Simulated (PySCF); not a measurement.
**GaHSeCl2 (SMILES [Cl][Ga]([Cl])[SeH]) at M06-2X/def2-SVP**

Aim: the vertical ionisation energy of GaHSeCl2 at M06-2X/def2-SVP, from 2 runs. Input form: a Python script.

The results are computed with PySCF 2.14.0.

## 1. Starting point

The species is GaHSeCl2 (5 atoms), meant as a singlet with charge 0. As SMILES, `[Cl][Ga]([Cl])[SeH]`. The shape is that of a PBE0-D4/def2-TZVP optimisation.

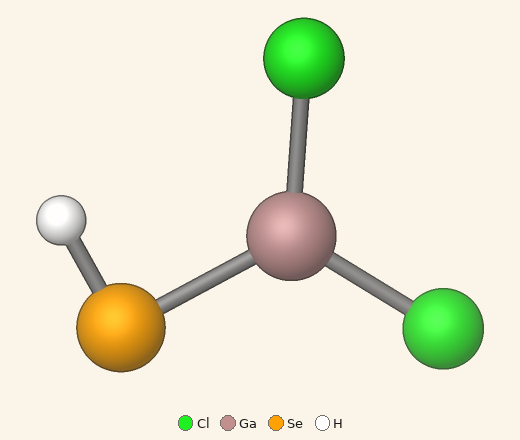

The structure, seen from a chosen angle (chlorine green, gallium pink, selenium orange, hydrogen white).

## 2. The energy at M06-2X/def2-SVP

File job.py:

```python
from pyscf import gto, dft

mol = gto.M(
    atom='''
Cl     1.565200    -0.816300     1.955100
Ga     0.270800    -0.384500     0.326100
Cl    -0.593300    -2.024800    -0.717000
Se    -0.155400     1.797300    -0.258200
H     -1.037500     1.354700    -1.347300
''',
    max_memory=1860,
    basis='def2-svp',
    verbose=4,
    charge=0,
)

myscf = dft.RKS(mol, xc='m06-2x')
myscf.conv_tol = 1e-10
myscf.grids.level = 7
myscf.kernel()
if not myscf.converged:
    myscf = myscf.newton().run(myscf.mo_coeff, myscf.mo_occ)

e_final = myscf.e_tot
print('E = %.10f Eh' % e_final)
```

Command:

```sh
$ OMP_NUM_THREADS=1 python job.py
```

Log:

```text
PySCF version 2.14.0

[INPUT] num. atoms = 5
[INPUT] num. electrons = 100
[INPUT] charge = 0
[INPUT] spin (= nelec alpha-beta = 2S) = 0
[INPUT] symmetry False subgroup None
[INPUT] Mole.unit = angstrom
[INPUT] Symbol           X                Y                Z      unit          X                Y                Z       unit  Magmom
[INPUT]  1 Cl     1.565200000000  -0.816300000000   1.955100000000 AA    2.957799330169  -1.542583435482   3.694603546137 Bohr   0.0
[INPUT]  2 Ga     0.270800000000  -0.384500000000   0.326100000000 AA    0.511737834532  -0.726599694895   0.616239689221 Bohr   0.0
[INPUT]  3 Cl    -0.593300000000  -2.024800000000  -0.717000000000 AA   -1.121174509704  -3.826317457019  -1.354933631313 Bohr   0.0
[INPUT]  4 Se    -0.155400000000   1.797300000000  -0.258200000000 AA   -0.293663439757   3.396404763681  -0.487927285363 Bohr   0.0
[INPUT]  5 H     -1.037500000000   1.354700000000  -1.347300000000 AA   -1.960590854236   2.560011980948  -2.546028007627 Bohr   0.0

nuclear repulsion = 728.447111768309
number of shells = 43
number of NR pGTOs = 227
number of NR cGTOs = 105
basis = def2-svp
ecp = {}

******** <class 'pyscf.dft.rks.RKS'> ********
method = RKS
initial guess = minao
damping factor = 0
level_shift factor = 0
DIIS = <class 'pyscf.scf.diis.CDIIS'>
diis_start_cycle = 1
diis_space = 8
diis_damp = 0
SCF conv_tol = 1e-10
SCF conv_tol_grad = None
SCF max_cycles = 50
direct_scf = True
direct_scf_tol = 1e-13
XC library pyscf.dft.libxc version 7.0.0
    S. Lehtola, C. Steigemann, M. J.T. Oliveira, and M. A.L. Marques.,  SoftwareX 7, 1–5 (2018)
XC functionals = m06-2x
    Y. Zhao and D. G. Truhlar.,  Theor. Chem. Acc. 120, 215 (2008)
    Y. Zhao and D. G. Truhlar.,  Theor. Chem. Acc. 120, 215 (2008)
radial grids:
    Treutler-Ahlrichs [JCP 102, 346 (1995); DOI:10.1063/1.469408] (M4) radial grids

becke partition: Becke, JCP 88, 2547 (1988); DOI:10.1063/1.454033
pruning grids: <function nwchem_prune>
grids dens level: 7
symmetrized grids: False
atomic radii adjust function: <function treutler_atomic_radii_adjust>
small_rho_cutoff = 0
Set gradient conv threshold to 1e-05
Initial guess from minao.
tot grids = 395960
init E= -5245.5596973852
  HOMO = -0.309081833242494  LUMO = -0.0627379802785266  gap/eV = 6.70336
cycle= 1 E= -5246.67888241088  delta_E= -1.12  |g|= 0.467  |ddm|= 2.61
  HOMO = -0.336630696965656  LUMO = -0.0661658588183025  gap/eV = 7.35972
cycle= 2 E= -5246.67598952471  delta_E= 0.00289  |g|= 0.539  |ddm|= 1.16
  HOMO = -0.329789505938872  LUMO = -0.0212532405761092  gap/eV = 8.39570
cycle= 3 E= -5246.74240629413  delta_E= -0.0664  |g|= 0.0327  |ddm|= 0.588
  HOMO = -0.328110523933304  LUMO = -0.0198882914656436  gap/eV = 8.38715
cycle= 4 E= -5246.74265048663  delta_E= -0.000244  |g|= 0.0134  |ddm|= 0.0487
  HOMO = -0.328290598210247  LUMO = -0.0198503175208135  gap/eV = 8.39309
cycle= 5 E= -5246.74269375208  delta_E= -4.33e-05  |g|= 0.002  |ddm|= 0.0167
  HOMO = -0.328152572280695  LUMO = -0.019788523786967  gap/eV = 8.39101
cycle= 6 E= -5246.74269493991  delta_E= -1.19e-06  |g|= 0.000699  |ddm|= 0.00358
  HOMO = -0.328188387792337  LUMO = -0.0198991774542675  gap/eV = 8.38898
cycle= 7 E= -5246.74269514383  delta_E= -2.04e-07  |g|= 0.00015  |ddm|= 0.00112
  HOMO = -0.328200626808222  LUMO = -0.0198815130412215  gap/eV = 8.38979
cycle= 8 E= -5246.74269515768  delta_E= -1.38e-08  |g|= 3.82e-05  |ddm|= 0.00039
  HOMO = -0.328191880413577  LUMO = -0.0198808866796211  gap/eV = 8.38957
cycle= 9 E= -5246.74269515875  delta_E= -1.08e-09  |g|= 9.89e-06  |ddm|= 0.000105
  HOMO = -0.328193326696347  LUMO = -0.0198810869788336  gap/eV = 8.38960
cycle= 10 E= -5246.74269515881  delta_E= -6.18e-11  |g|= 4.87e-06  |ddm|= 2.51e-05
  HOMO = -0.328192417661841  LUMO = -0.0198811235685628  gap/eV = 8.38958
Extra cycle  E= -5246.74269515882  delta_E= -1.82e-12  |g|= 4e-06  |ddm|= 9.2e-06
converged SCF energy = -5246.74269515882
E = -5246.7426951588 Eh
```

Run time: 77 s. Hardware: 1 thread of Arm Neoverse V1, shared host; peak memory 0.6 GiB.

## 3. The doublet cation at the same level

File input.py:

```python
from pyscf import gto, dft

mol = gto.Mole()
mol.atom = '''
Cl     2.957799    -1.542583     3.694604
Ga     0.511738    -0.726600     0.616240
Cl    -1.121175    -3.826317    -1.354934
Se    -0.293663     3.396405    -0.487927
H     -1.960591     2.560012    -2.546028
'''
mol.basis = 'def2-svp'
mol.charge = 1
mol.max_memory = 1860
mol.spin = 1
mol.verbose = 3
mol.unit = 'bohr'
mol.build()

myscf = dft.UKS(mol, xc='m06-2x')
myscf.grids.level = 7
myscf.conv_tol = 1e-10
myscf.kernel()
if not myscf.converged:
    myscf = myscf.newton().run(myscf.mo_coeff, myscf.mo_occ)

e_final = myscf.e_tot
print('Final energy', e_final)
```

Command:

```sh
$ OMP_NUM_THREADS=1 python input.py
```

Log:

```text
WARN: HOMO -0.309081813996261 >= LUMO -0.309081813996258

converged SCF energy = -5246.37132433725  <S^2> = 0.75478376  2S+1 = 2.0047781
Final energy -5246.371324337252
```

Run time: 3.3 min. Hardware: 1 thread of Arm Neoverse V1, shared host; peak memory 0.63 GiB.

## 4. Summary of results

At M06-2X/def2-SVP:

```
                                          quantity           value
                    singlet GaHSeCl2: total energy  -5246.74270 Eh
                   singlet GaHSeCl2: dipole moment          1.52 D
                     singlet GaHSeCl2: HOMO energy        -8.93 eV
                     singlet GaHSeCl2: LUMO energy        -0.54 eV
                   singlet GaHSeCl2: HOMO–LUMO gap         8.39 eV
                      doublet cation: total energy  -5246.37132 Eh
doublet cation: HOMO energy (highest over α and β)       -14.99 eV
 doublet cation: LUMO energy (lowest over α and β)       -11.16 eV
                              doublet cation: ⟨S²⟩           0.755
vertical ionisation energy (to the doublet cation)       10.106 eV
```

In words: Removing an electron at fixed nuclei costs 10.11 eV (233 kcal/mol). The negative HOMO energy of the first species, 8.93 eV, lies 1.17 eV below that difference.
